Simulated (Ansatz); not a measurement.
**Fields on a plane of Li3Au (space group Fm-3m)**

```xyz
4
Lattice="0.0000 3.1083 3.1083 3.1083 0.0000 3.1083 3.1083 3.1083 0.0000" Properties=species:S:1:pos:R:3 pbc="T T T"
Li     1.5542     1.5542     1.5542
Li     4.6625     4.6625     4.6625
Li     3.1083     3.1083     3.1083
Au     0.0000     0.0000     0.0000
```

The slice is a {110} plane (indices of the conventional cell) through the point (0.000, 0.000, 0.000) (fractional), spanned by u = [100] and v = [1 -1 -1] in vectors of this cell: u (4.40 Å) and v (6.22 Å, at 90° to u). It covers one period; positions are fractions (u, v).

Atoms on it: Li at (0.50, 0.75); Li at (0.50, 0.25); Li at (0.00, 0.50); Au at (0.00, 0.00).

These are PBEsol (plane waves to 420 eV, PAW, scalar-relativistic; Ansatz, a program for electronic structure) values and carry that method's errors. k mesh 13×13×13. Near the nuclei the fields are pseudised (PAW); where an atom keeps semicore shells as valence, they peak there. Li3Au was relaxed with its symmetry unable to fall. Spin-orbit coupling is left out, though Au is heavy.

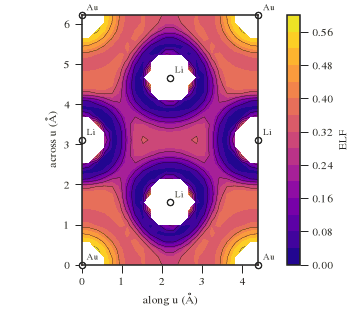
Electron localisation function (ELF), one period of the plane, atoms marked. Points within 0.5 Å of a nucleus are left white, as the pseudised field means little there.

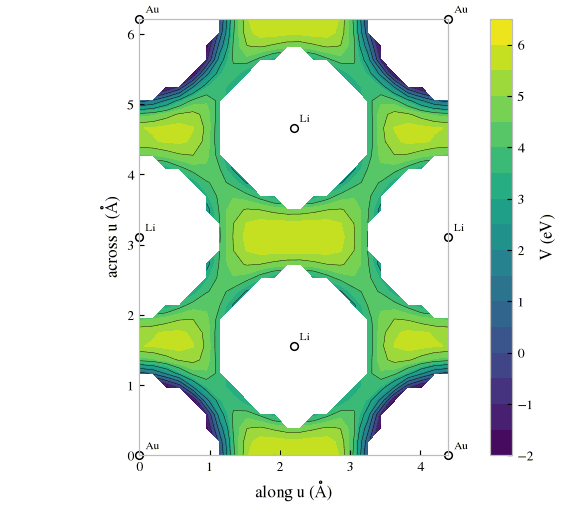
Figure: Electrostatic potential energy of an electron, from the cell's mean, in eV, one period of the plane, atoms marked. Points within 1 Å of a nucleus are left white, as the pseudised field means little there. Values under -2 eV are set to -2. The zero, the cell's mean, hangs on the PAW cores.

| Property | Value |
|---|---|
| Density on the Li–Li line (2.69 Å) at its midpoint | 0.06 e/Å³ |
| ELF at that point | 0.2 |
